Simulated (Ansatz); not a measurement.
The calculation's input:

```
crystal:
  periodic: [false, false, false]
  atoms:
    - { symbol: Ta, position_ang: [-0.01898, -0.010984, 0.086556] }
    - { symbol: O, position_ang: [1.965249, 0.080866, 0.218466] }
    - { symbol: H, position_ang: [2.452227, 0.848956, 0.5697] }
    - { symbol: F, position_ang: [-0.503765, 0.035898, 1.959058] }
    - { symbol: "N", position_ang: [0.123904, -0.240865, -1.911182] }
    - { symbol: H, position_ang: [-0.59227, -0.521647, -2.593121] }
    - { symbol: H, position_ang: [1.021381, -0.129121, -2.403925] }
    - { symbol: "N", position_ang: [-0.884494, 1.770977, -0.037744] }
    - { symbol: H, position_ang: [-1.374615, 2.184106, 0.763163] }
    - { symbol: H, position_ang: [-1.092941, 2.276092, -0.902332] }
    - { symbol: "N", position_ang: [-1.285524, -1.595553, 0.002391] }
    - { symbol: H, position_ang: [-1.910902, -1.826972, 0.782547] }
    - { symbol: H, position_ang: [-1.461582, -2.21355, -0.794104] }
    - { symbol: S, position_ang: [1.576784, -3.165393, 1.216274] }
    - { symbol: H, position_ang: [0.386822, -2.732253, 0.677822] }
    - { symbol: H, position_ang: [2.243105, -2.043557, 0.75393] }
basis:
  gaussian: { orbitals: def2-SVP }
hamiltonian:
  xc: pbe
relax:
  f_tol: 0.03
  max_steps: 50
output:
  orbitals: {}
```

Launched as:

```sh
ansatz run input.yaml --threads 4 --pin off --max-ram 5120MiB --backend cpu --events-out ev --progress --plain --runs-dir out
```

The fields are those of the run's last geometry, not of the input's.

Core potentials replace the inner electrons of Ta.

Computed with Ansatz 0.2.0, RKS PBE/def2-SVP.

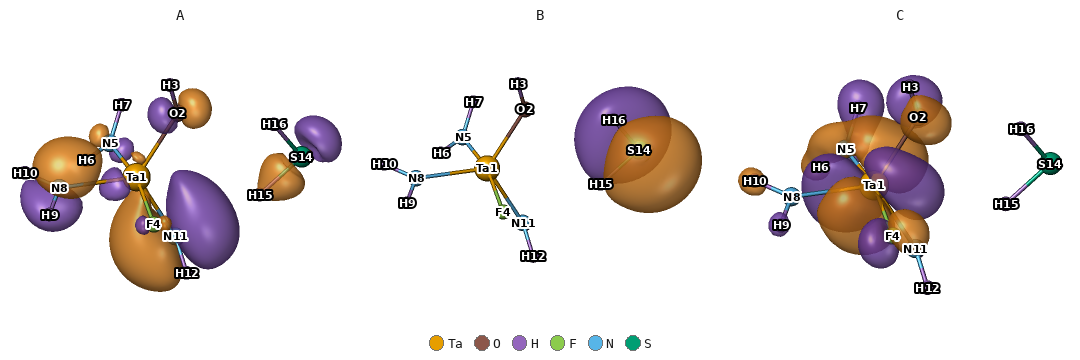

FH7N3OTa···H2S. Three frontier orbitals at ±0.1 Å⁻³ᐟ² (orange and purple are the two phases), in no order.

**Order the three orbitals by energy and name them.**

A is the HOMO−1 (−5.86 eV). Its weight (Hirshfeld) is mainly on N11 (about 55 %), N8 (about 15 %) and Ta1 (about 10 %). B is the HOMO (−5.16 eV). It lies mainly on S14 (about 90 %); largely a lone pair of S14. C is the LUMO (−1.90 eV). By Hirshfeld shares it lies mainly on Ta1 (about 65 %), O2 (about 10 %), F4 (about 10 %) and N5 (about 5 %).

**What is the HOMO–LUMO gap?**

3.26 eV between the orbital energies.
